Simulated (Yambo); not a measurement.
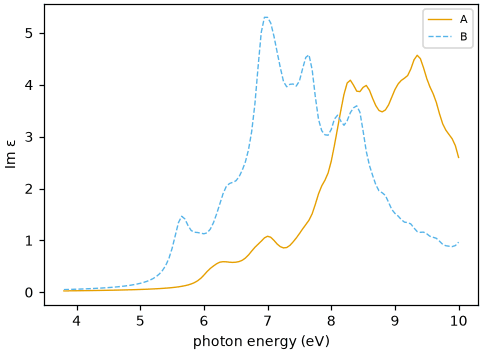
Fig. 1. Two computed absorption spectra of LiC (space group Immm, No. 71) under isotropic strain of -3 % on all lattice vectors (Yambo, PBEsol bands with the same scissor, field along x)

Axes are Cartesian, with cell vectors (Å) (-1.73, 2.33, 2.57), (1.73, -2.33, 2.57), (1.73, 2.33, -2.57).

Problem. Which curve includes the electron-hole attraction (BSE), and where are its main peaks?

Solution. Curve B: the attraction moves weight to lower energy (centre of the plotted range 7.6 eV against 8.6 eV). Its peaks lie at 5.7 eV, 7.0 eV, 7.7 eV, 8.4 eV. Settings: 8×8×8 mesh, 4 valence and 2 conduction bands, static screening with 24 bands and a 4 Ry block, scissor 2.27 eV, Tamm-Dancoff. The scissor comes from a G0W0 run whose convergence isn't established. Broadening 0.15 eV. The band window holds all transitions up to 10.0 eV. Fine structure above the onset can come from the mesh.

Geometry strained from the cell relaxed with PBEsol, atoms relaxed again; primitive cell a = 3.880 Å, b = 3.880 Å, c = 3.880 Å, α = 126.93°, β = 106.14°, γ = 96.95°.
